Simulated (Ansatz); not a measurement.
**Si₂B₂H₈: from a rough start to a minimum**

Aim: relax Si₂B₂H₈ from a cheap starting geometry, check the end point by its vibrations and derive ideal-gas thermochemistry, and look at its orbitals and charge.

The runs use Ansatz 0.2.0, Gaussian basis; RKS PBE0-D4/def2-TZVP.

The runs, in order: relaxation at PBE-D4/def2-SVP; relaxation at PBE0-D4/def2-TZVP; harmonic vibrations at the same level; a single point in def2-TZVPP for the fields.

1 further run of the same task is left out (it didn't finish).

## 1. The starting structure

SMILES `B[SiH](B)[SiH3]`, 12 atoms, charge 0, spin multiplicity 1.

Atoms are counted from 1 here; the program's logs count them from 0.

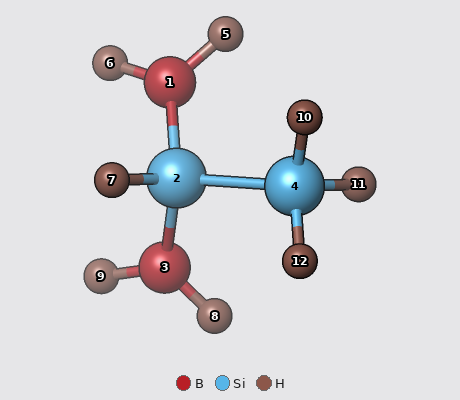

The starting geometry (boron red, silicon blue, hydrogen brown); atoms are numbered from 1 in the order of the file.

As a file:

```xyz
12

B    -0.9891    1.6311   -0.0955
Si    0.3265    0.3757    0.3448
B    -0.3236   -0.7221    1.8010
Si    0.8152   -0.9033   -1.4312
H    -1.5102    1.6736   -1.2064
H    -1.4028    2.4701    0.7010
H     1.5883    1.0803    0.7445
H    -0.3622   -1.8737    1.6656
H    -0.5648   -0.2083    2.8909
H     1.2097   -0.0761   -2.5196
H    -0.5042   -1.6096   -1.7955
H     1.7941   -1.8928   -1.0656
```

The start is a force-field geometry with small random shifts, so a cheaper pass at PBE-D4/def2-SVP comes first.

## 2. Relaxation at PBE-D4/def2-SVP (cheap first pass)

Contents of in.yaml:

```yaml
crystal:
  periodic: [false, false, false]
  atoms:
    - {symbol: B, position_ang: [-0.989100, 1.631100, -0.095500]}
    - {symbol: Si, position_ang: [0.326500, 0.375700, 0.344800]}
    - {symbol: B, position_ang: [-0.323600, -0.722100, 1.801000]}
    - {symbol: Si, position_ang: [0.815200, -0.903300, -1.431200]}
    - {symbol: H, position_ang: [-1.510200, 1.673600, -1.206400]}
    - {symbol: H, position_ang: [-1.402800, 2.470100, 0.701000]}
    - {symbol: H, position_ang: [1.588300, 1.080300, 0.744500]}
    - {symbol: H, position_ang: [-0.362200, -1.873700, 1.665600]}
    - {symbol: H, position_ang: [-0.564800, -0.208300, 2.890900]}
    - {symbol: H, position_ang: [1.209700, -0.076100, -2.519600]}
    - {symbol: H, position_ang: [-0.504200, -1.609600, -1.795500]}
    - {symbol: H, position_ang: [1.794100, -1.892800, -1.065600]}
basis:
  gaussian: {orbitals: def2-SVP}
hamiltonian: {xc: pbe, dispersion: d4}
relax: {f_tol: 0.03, max_steps: 200}
```

Started as:

```bash
$ ansatz run in.yaml --threads 2 --pin off --events-out ev --progress --plain --max-ram 4352MiB
```

The log of the run, shortened:

```text
Functional definition: PBE
  name "PBE"
  cite "Perdew, Burke & Ernzerhof, Phys. Rev. Lett. 77, 3865 (1996) doi:10.1103/PhysRevLett.77.3865"
  parent pbe
[...]
1164 factors; their error is unknown
[...]
mean field -17217.92528645 eV, -632.7470835479 hartree, gradient 6.4e-5 eV, S^2 0.000000; 0 other end points of the search recorded, 0 dependent functions left out
[...]
reference -17217.92532897 eV, -632.7470851108 hartree; 23, 23 occupied and 81, 81 virtual orbitals, 1164 factors
relax step   1: F+E_penalty+E_count = -17218.18990883 eV  Δ(F+E_penalty+E_count) = +0.000e0 eV  max|allowed force component| = 2.112e0 eV/Å  Δτ_max = 0.0000 Å  (26 SCF iters, accepted)
[...]
relax step   6: F+E_penalty+E_count = -17218.86200224 eV  Δ(F+E_penalty+E_count) = -2.270e-2 eV  max|allowed force component| = 3.298e-1 eV/Å  Δτ_max = 0.1051 Å  (28 SCF iters, accepted)
[...]
relax step  11: F+E_penalty+E_count = -17218.96289284 eV  Δ(F+E_penalty+E_count) = -1.040e-2 eV  max|allowed force component| = 1.096e-1 eV/Å  Δτ_max = 0.0521 Å  (27 SCF iters, accepted)
[...]
relax step  16: F+E_penalty+E_count = -17218.99323228 eV  Δ(F+E_penalty+E_count) = -4.731e-3 eV  max|allowed force component| = 4.440e-2 eV/Å  Δτ_max = 0.0953 Å  (27 SCF iters, accepted)
[...]
1164 factors; their error is unknown
mean field -17218.72802086 eV, -632.7765834937 hartree, gradient 2.7e-5 eV, S^2 0.000000; 1 other end points of the search recorded, 0 dependent functions left out
[...]
reference -17218.72806193 eV, -632.7765850030 hartree; 23, 23 occupied and 81, 81 virtual orbitals, 1164 factors
Total energy: -17218.99642558 eV, -632.7864471852 hartree
Atom 0 at    -1.051489     1.675265    -0.329754 Å, force     0.000502    -0.007113     0.002539 eV/Å
Atom 1 at     0.275967     0.667800     0.735189 Å, force    -0.003995    -0.014461    -0.016853 eV/Å
Atom 2 at    -0.239906    -0.933044     1.775879 Å, force    -0.002029     0.003248    -0.006240 eV/Å
Atom 3 at     0.720680    -0.730794    -1.177432 Å, force    -0.005552     0.014417     0.020191 eV/Å
Atom 4 at    -2.101708     1.133193    -0.617826 Å, force     0.000580     0.000396     0.000491 eV/Å
Atom 5 at    -0.813670     2.782452    -0.771710 Å, force     0.001232     0.002886    -0.000164 eV/Å
Atom 6 at     1.590579     1.332867     1.051740 Å, force     0.006364     0.002061     0.000256 eV/Å
Atom 7 at    -1.284013    -1.494626     1.503521 Å, force     0.000174     0.000246     0.000558 eV/Å
Atom 8 at     0.491852    -1.415310     2.618340 Å, force     0.001371     0.000094     0.002309 eV/Å
Atom 9 at     1.211481     0.117332    -2.320749 Å, force     0.001447     0.001482    -0.001899 eV/Å
Atom 10 at    -0.519992    -1.463800    -1.598299 Å, force    -0.002642    -0.002267    -0.001544 eV/Å
Atom 11 at     1.797117    -1.726436    -0.834898 Å, force     0.002548    -0.000987     0.000357 eV/Å
Dipole moment:     0.035772    -0.001645    -0.014930 e Å
```

Run time: 31 s. Hardware: 2 threads of Intel Xeon Platinum 8488C, shared host.

Relaxation path: (the energy doesn't fall at every step)

| step | energy from step 1 (eV) | largest force component (eV/Å) |
| --- | --- | --- |
| 1 | 0.0000 | 2.1116 |
| 2 | -0.4572 | 1.0609 |
| 3 | -0.5970 | 0.2065 |
| 4 | -0.6356 | 0.1252 |
| 5 | -0.6494 | 0.3981 |
| 6 | -0.6721 | 0.3298 |
| 7 | -0.7250 | 0.1318 |
| 8 | -0.7541 | 0.0527 |
| 9 | -0.7626 | 0.3002 |
| 10 | -0.7195 | 0.6403 |
| 11 | -0.7730 | 0.1096 |
| 12 | -0.7811 | 0.0540 |
| 13 | -0.7903 | 0.1090 |
| 14 | -0.7938 | 0.3337 |
| 15 | -0.7986 | 0.1935 |
| 16 | -0.8033 | 0.0444 |
| 17 | -0.8051 | 0.0163 |
| 18 | -0.8051 | 0.1250 |
| 19 | -0.8061 | 0.0430 |
| 20 | -0.8063 | 0.0499 |
| 21 | -0.8060 | 0.0542 |
| 22 | -0.8065 | 0.0202 |

The force was under the threshold of 0.03 eV/Å already at step 17, but the program went on to step 22.

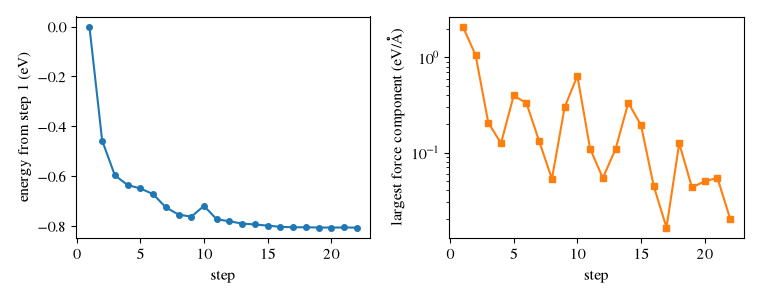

Energy and largest force along the relaxation.

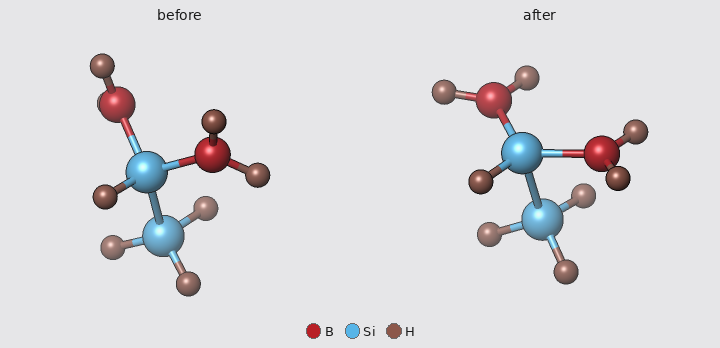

Before and after, at one scale.

Close pairs (by a distance rule), those that changed most:

| bond | before (Å) | after (Å) | change (Å) |
| --- | --- | --- | --- |
| Si2–Si4 | 2.243 | 2.411 | +0.168 |
| B1–Si2 | 1.871 | 1.978 | +0.107 |
| Si4–H10 | 1.423 | 1.506 | +0.083 |
| Si4–H12 | 1.439 | 1.506 | +0.067 |
| B3–H8 | 1.160 | 1.216 | +0.056 |
| Si2–B3 | 1.936 | 1.978 | +0.042 |
| Si4–H11 | 1.540 | 1.501 | -0.039 |
| B3–H9 | 1.229 | 1.216 | -0.013 |

## 3. Geometry optimisation, PBE0-D4/def2-TZVP

Contents of in.yaml:

```yaml
crystal:
  periodic: [false, false, false]
  atoms:
    - {symbol: B, position_ang: [-1.051489, 1.675265, -0.329754]}
    - {symbol: Si, position_ang: [0.275967, 0.667800, 0.735189]}
    - {symbol: B, position_ang: [-0.239906, -0.933044, 1.775879]}
    - {symbol: Si, position_ang: [0.720680, -0.730794, -1.177432]}
    - {symbol: H, position_ang: [-2.101708, 1.133193, -0.617826]}
    - {symbol: H, position_ang: [-0.813670, 2.782452, -0.771710]}
    - {symbol: H, position_ang: [1.590579, 1.332867, 1.051740]}
    - {symbol: H, position_ang: [-1.284013, -1.494626, 1.503521]}
    - {symbol: H, position_ang: [0.491852, -1.415310, 2.618340]}
    - {symbol: H, position_ang: [1.211481, 0.117332, -2.320749]}
    - {symbol: H, position_ang: [-0.519992, -1.463800, -1.598299]}
    - {symbol: H, position_ang: [1.797117, -1.726436, -0.834898]}
basis:
  gaussian: {orbitals: def2-TZVP}
hamiltonian: {xc: pbe0, dispersion: d4}
relax: {f_tol: 0.005, max_steps: 150}
```

Same command.

The log of the run, shortened:

```text
Functional definition: PBE0
  name "PBE0"
  cite "Adamo & Barone, J. Chem. Phys. 110, 6158 (1999) doi:10.1063/1.478522"
  cite "Perdew, Burke & Ernzerhof, Phys. Rev. Lett. 77, 3865 (1996) doi:10.1103/PhysRevLett.77.3865"
  parent pbe
[...]
1226 factors; their error is unknown
[...]
mean field -17227.97404629 eV, -633.1163686611 hartree, gradient 5.6e-5 eV, S^2 0.000000; 0 other end points of the search recorded, 0 dependent functions left out
[...]
reference -17227.97408783 eV, -633.1163701877 hartree; 23, 23 occupied and 161, 161 virtual orbitals, 1226 factors
relax step   1: F+E_penalty+E_count = -17228.20399710 eV  Δ(F+E_penalty+E_count) = +0.000e0 eV  max|allowed force component| = 4.414e-1 eV/Å  Δτ_max = 0.0000 Å  (26 SCF iters, accepted)
[...]
Atom 2 at    -0.287829    -0.882246     1.803811 Å, force     0.000238    -0.001977     0.001146 eV/Å
Atom 3 at     0.800913    -0.774989    -1.261794 Å, force    -0.000322    -0.000408    -0.000640 eV/Å
Atom 4 at    -2.128140     1.164865    -0.534881 Å, force    -0.000163    -0.000688     0.000238 eV/Å
Atom 5 at    -0.899773     2.812291    -0.591919 Å, force    -0.000080     0.000994     0.000468 eV/Å
Atom 6 at     1.581238     1.278131     0.988394 Å, force    -0.000279    -0.000119    -0.000386 eV/Å
Atom 7 at    -1.321298    -1.431643     1.559013 Å, force    -0.000456     0.000447    -0.000660 eV/Å
Atom 8 at     0.373191    -1.285987     2.713704 Å, force     0.000534     0.000181     0.001257 eV/Å
Atom 9 at     1.280643     0.064399    -2.392263 Å, force     0.000316    -0.000154    -0.000232 eV/Å
Atom 10 at    -0.418143    -1.509515    -1.686540 Å, force     0.000210     0.000129    -0.000003 eV/Å
Atom 11 at     1.866034    -1.756229    -0.922268 Å, force     0.000218    -0.000125    -0.000145 eV/Å
Dipole moment:     0.002868     0.016237     0.019557 e Å
```

Wall time 54 s (2 threads of Intel Xeon Platinum 8488C, shared host).

The steps of the relaxation:

| step | energy from step 1 (eV) | largest force component (eV/Å) |
| --- | --- | --- |
| 1 | 0.0000 | 0.4414 |
| 2 | -0.0343 | 0.1470 |
| 3 | -0.0379 | 0.0817 |
| 4 | -0.0414 | 0.0360 |
| 5 | -0.0428 | 0.0525 |
| 6 | -0.0437 | 0.0337 |
| 7 | -0.0441 | 0.0102 |
| 8 | -0.0443 | 0.0386 |
| 9 | -0.0441 | 0.0774 |
| 10 | -0.0446 | 0.0083 |
| 11 | -0.0447 | 0.0123 |
| 12 | -0.0447 | 0.0020 |

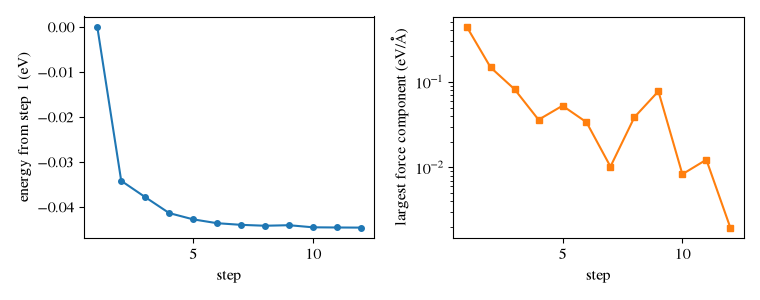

Energy and force, step by step.

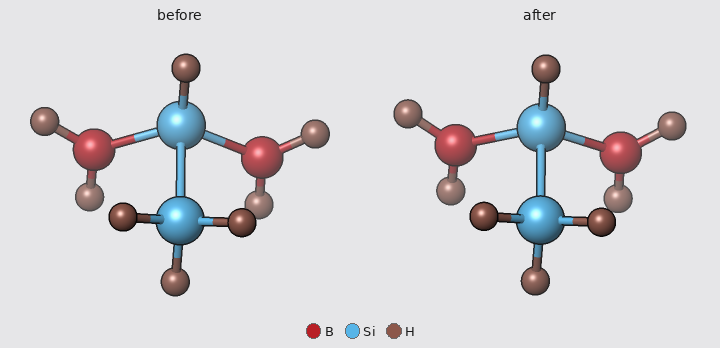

Before and after, at one scale.

Distances of close pairs at the start and the end, largest changes first:

| bond | before (Å) | after (Å) | change (Å) |
| --- | --- | --- | --- |
| Si2–Si4 | 2.411 | 2.374 | -0.037 |
| B3–H9 | 1.216 | 1.195 | -0.021 |
| B1–H5 | 1.216 | 1.196 | -0.021 |
| B3–H8 | 1.216 | 1.196 | -0.021 |
| B1–H6 | 1.216 | 1.195 | -0.021 |
| Si4–H12 | 1.506 | 1.487 | -0.018 |
| Si4–H10 | 1.506 | 1.488 | -0.018 |
| Si2–H7 | 1.507 | 1.490 | -0.017 |

Mulliken charges at the end point, from the run's report:

| atom | value (e) |
| --- | --- |
| B1 | -0.08 |
| Si2 | -0.01 |
| B3 | -0.08 |
| Si4 | -0.01 |
| H5 | 0.05 |
| H6 | 0.04 |
| H7 | 0.00 |
| H8 | 0.05 |
| H9 | 0.04 |
| H10 | 0.00 |
| H11 | 0.00 |
| H12 | 0.00 |

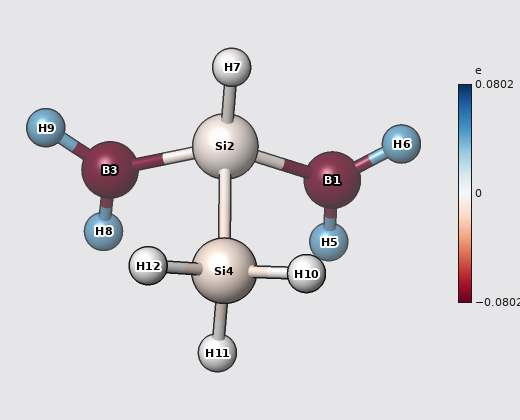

Mulliken charges at the end point, from the run's report, as colours on the atoms.

## 4. Harmonic vibrations

Contents of in.yaml:

```yaml
crystal:
  periodic: [false, false, false]
  atoms:
    - {symbol: B, position_ang: [-1.083686, 1.678804, -0.261340]}
    - {symbol: Si, position_ang: [0.313748, 0.587020, 0.620085]}
    - {symbol: B, position_ang: [-0.287829, -0.882246, 1.803811]}
    - {symbol: Si, position_ang: [0.800913, -0.774989, -1.261794]}
    - {symbol: H, position_ang: [-2.128140, 1.164865, -0.534881]}
    - {symbol: H, position_ang: [-0.899773, 2.812291, -0.591919]}
    - {symbol: H, position_ang: [1.581238, 1.278131, 0.988394]}
    - {symbol: H, position_ang: [-1.321298, -1.431643, 1.559013]}
    - {symbol: H, position_ang: [0.373191, -1.285987, 2.713704]}
    - {symbol: H, position_ang: [1.280643, 0.064399, -2.392263]}
    - {symbol: H, position_ang: [-0.418143, -1.509515, -1.686540]}
    - {symbol: H, position_ang: [1.866034, -1.756229, -0.922268]}
basis:
  gaussian: {orbitals: def2-TZVP}
hamiltonian: {xc: pbe0, dispersion: d4}
phonons: {temperatures: {t_min: 298.15, t_max: 900, t_step: 200}}
```

The command is unchanged.

The log of the run, shortened:

```text
Functional definition: PBE0
  name "PBE0"
  cite "Adamo & Barone, J. Chem. Phys. 110, 6158 (1999) doi:10.1063/1.478522"
  cite "Perdew, Burke & Ernzerhof, Phys. Rev. Lett. 77, 3865 (1996) doi:10.1103/PhysRevLett.77.3865"
  parent pbe
[...]
1226 factors; their error is unknown
[...]
mean field -17228.02268722 eV, -633.1181561820 hartree, gradient 3.0e-5 eV, S^2 0.000000; 0 other end points of the search recorded, 0 dependent functions left out
[...]
reference -17228.02272916 eV, -633.1181577234 hartree; 23, 23 occupied and 161, 161 virtual orbitals, 1226 factors
[...]
1226 factors; their error is unknown
mean field -17228.02257504 eV, -633.1181520597 hartree, gradient 2.4e-6 eV, S^2 0.000000; 0 other end points of the search recorded, 0 dependent functions left out
[...]
reference -17228.02261698 eV, -633.1181536008 hartree; 23, 23 occupied and 161, 161 virtual orbitals, 1226 factors
[...]
Atom 5 at    -0.899773     2.812291    -0.591919 Å, force    -0.000068     0.001001     0.000465 eV/Å
Atom 6 at     1.581238     1.278131     0.988394 Å, force    -0.000279    -0.000124    -0.000397 eV/Å
Atom 7 at    -1.321298    -1.431643     1.559013 Å, force    -0.000457     0.000441    -0.000678 eV/Å
Atom 8 at     0.373191    -1.285987     2.713704 Å, force     0.000546     0.000181     0.001254 eV/Å
Atom 9 at     1.280643     0.064399    -2.392263 Å, force     0.000307    -0.000155    -0.000235 eV/Å
Atom 10 at    -0.418143    -1.509515    -1.686540 Å, force     0.000242     0.000070    -0.000097 eV/Å
Atom 11 at     1.866034    -1.756229    -0.922268 Å, force     0.000221    -0.000131    -0.000139 eV/Å
Dipole moment:     0.002869     0.016238     0.019557 e Å
Vibrations: 32.31 73.62 76.83 146.38 229.56 260.65 394.38 450.77 477.76 529.17 598.89 654.53 691.78 715.74 804.19 857.02 898.59 903.95 936.66 942.44 1149.44 1161.09 2204.07 2214.27 2223.69 2237.33 2584.04 2588.84 2678.14 2679.91 cm⁻¹, zero-point energy 2.008300 eV
```

Wall time 3.3 min (2 threads of Intel Xeon Platinum 8488C, shared host); peak memory 0.51 GiB.

Motions are named by where the mode's potential energy lies. The modes, unscaled (a negative number is an imaginary wavenumber):

| mode | cm⁻¹ | motion |
| --- | --- | --- |
| 1 | 32 | torsion |
| 2 | 74 | torsion |
| 3 | 77 | torsion with bend |
| 4 | 146 | torsion with bend |
| 5 | 230 | torsion |
| 6 | 261 | torsion |
| 7 | 394 | Si–Si stretch |
| 8 | 451 | bend with torsion |
| 9 | 478 | bend |
| 10 | 529 | bend |
| 11 | 599 | Si–B stretch with bend |
| 12 | 655 | bend with torsion |
| 13 | 692 | Si–B stretch |
| 14 | 716 | bend with torsion |
| 15 | 804 | bend with torsion |
| 16 | 857 | bend |
| 17 | 899 | torsion with out-of-plane bend |
| 18 | 904 | torsion with out-of-plane bend |
| 19 | 937 | bend with torsion |
| 20 | 942 | bend with torsion |
| 21 | 1149 | bend |
| 22 | 1161 | bend |
| 23 | 2204 | Si–H stretch |
| 24 | 2214 | Si–H stretch |
| 25 | 2224 | Si–H stretch |
| 26 | 2237 | Si–H stretch |
| 27 | 2584 | B–H stretch |
| 28 | 2589 | B–H stretch |
| 29 | 2678 | B–H stretch |
| 30 | 2680 | B–H stretch |

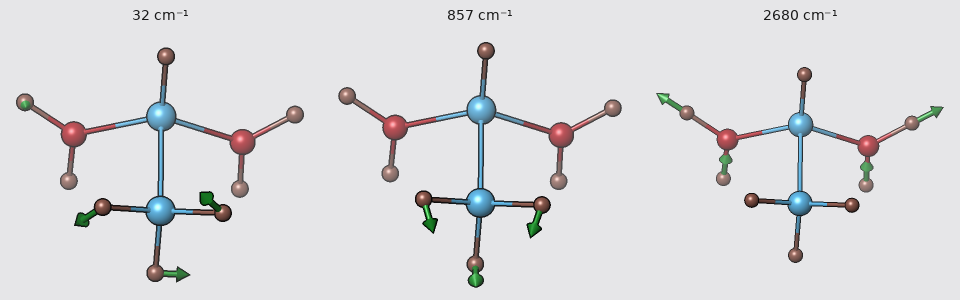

Displacements of 3 modes, as arrows.

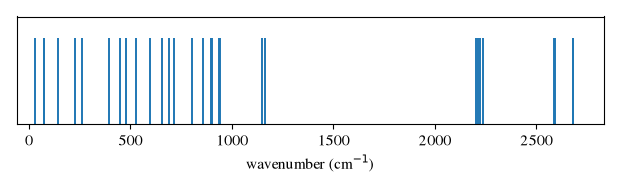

The harmonic wavenumbers as sticks (no intensities were computed).

From these modes and the moments of inertia (298.15 K, 1 bar, symmetry number 1):

| term | value |
| --- | --- |
| zero-point energy | 46.3 kcal/mol |
| H(298) − E | 52.4 kcal/mol |
| entropy, translation | 164.4 J/(mol K) |
| entropy, rotation | 111.5 J/(mol K) |
| entropy, vibration | 106.5 J/(mol K) |
| entropy, total | 382.4 J/(mol K) |

## 5. A single point for the fields

in.yaml: that of step 4 with these lines changed.

```diff
@@ -16,4 +16,4 @@
 basis:
-  gaussian: {orbitals: def2-TZVP}
+  gaussian: {orbitals: def2-TZVPP}
 hamiltonian: {xc: pbe0, dispersion: d4}
-phonons: {temperatures: {t_min: 298.15, t_max: 900, t_step: 200}}
+output: {orbitals: {seedname: orbitals}}
```

The command is unchanged.

The log of the run:

```text
Functional definition: PBE0
  name "PBE0"
  cite "Adamo & Barone, J. Chem. Phys. 110, 6158 (1999) doi:10.1063/1.478522"
  cite "Perdew, Burke & Ernzerhof, Phys. Rev. Lett. 77, 3865 (1996) doi:10.1103/PhysRevLett.77.3865"
  parent pbe
  parameter a = 0.25
  parameter kappa = 0.804
  parameter beta = 0.06672455060314922
  exchange = (1 - a)*pbe_x(kappa = kappa, mu = beta*pi^2/3) + a*exact_x
  correlation = pbe_c(beta = beta)
1392 factors; their error is unknown
mean field evaluation 1: about -17226.2407 eV, gradient 2.3e1 eV
mean field evaluation 2: about -17227.0686 eV, gradient 1.7e1 eV
mean field evaluation 4: about -17228.0336 eV, gradient 1.0e0 eV
mean field evaluation 8: about -17228.0609 eV, gradient 3.5e-1 eV
mean field -17228.06101898 eV, -633.1195648483 hartree, gradient 8.1e-5 eV, S^2 0.000000; 0 other end points of the search recorded, 0 dependent functions left out
reference -17228.06106059 eV, -633.1195663775 hartree; 23, 23 occupied and 235, 235 virtual orbitals, 1392 factors
Total energy: -17228.28704556 eV, -633.1278711721 hartree
```

It took 4.6 s on 2 threads of Intel Xeon Platinum 8488C, shared host; peak memory 0.62 GiB.

Orbitals, density, ELF and potential are computed afterwards from the orbital file.

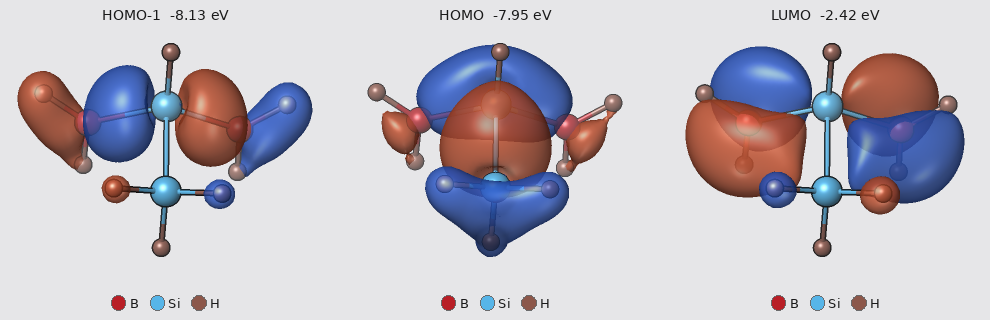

Frontier orbitals at PBE0-D4/def2-TZVPP; each surface holds 70 % of the orbital's density, blue and red mark the sign.

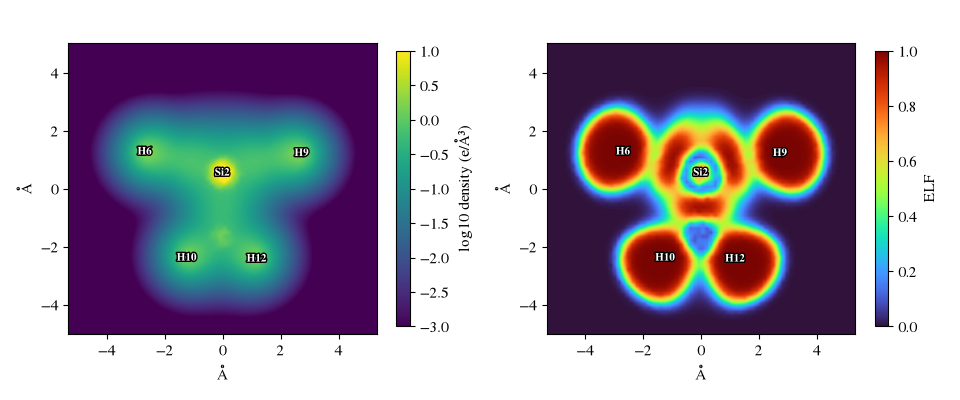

Density (left) and ELF (right) in a plane through or near 5 of the atoms.

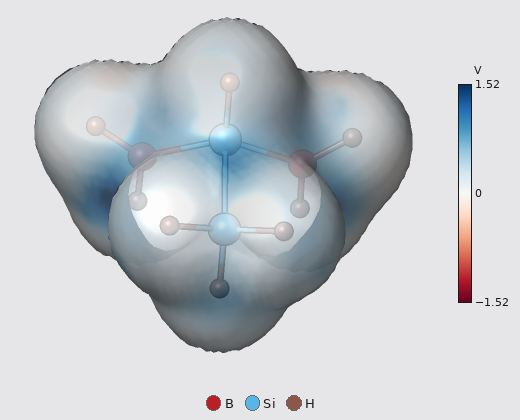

The potential that a unit positive charge feels on the 0.002 e/bohr³ surface, from -0.24 to 1.52 V.

## 6. Summary of results

| quantity | value |
| --- | --- |
| point group | Cs |
| steps | 22 + 12 |
| shift from the start (rms) | 0.751 Å |
| total energy | -17228.2487 eV |
| dispersion term | -226 meV |
| dipole moment | 0.12 D |
| lowest, highest wavenumber | 32, 2680 cm⁻¹ |
| zero-point energy | 46.3 kcal/mol |
| entropy at 298.15 K | 382.4 J/(mol K) |
| HOMO, LUMO | -7.95, -2.42 eV |

In words: The relaxed geometry lies 0.75 Å (rms) from the start; the bond that changed most is Si2–Si4, from 2.243 to 2.374 Å. No mode is imaginary: a true minimum at this level. The stiffest mode, 2680 cm⁻¹, is a B–H stretch, and 4 modes under 200 cm⁻¹ make the vibrational entropy uncertain. Harmonic hybrid wavenumbers usually lie a few per cent above measured fundamentals. The HOMO lies mostly on Si2 33 %; Si4 22 % and the LUMO on B1, B3 about 29 % each; 4 H atoms about 6 % each.
